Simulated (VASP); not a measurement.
Band structure of Bi2Te3 (space group R-3m). These are PBE GGA, VASP's PBE PAW potentials (set 64) (plane waves; VASP) values and carry that method's errors.

Unless said otherwise, spin-orbit coupling is left out, though it shifts the bands of the heavy elements here.

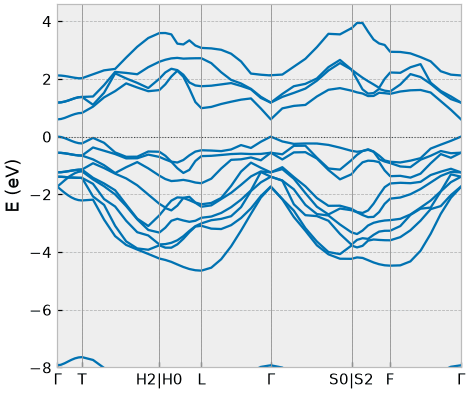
Fig. 1. Bands along high-symmetry lines, zero at the valence-band maximum or, without a gap, the Fermi level

Read the plot: is there a gap, and where are the band edges?

The gap is direct, 0.60 eV, from the valence maximum at Γ to the conduction minimum at Γ.

The structure comes from a computed database's Bi2Te3 entry; how it stands against other phases isn't given here. The cell was not relaxed at this level.
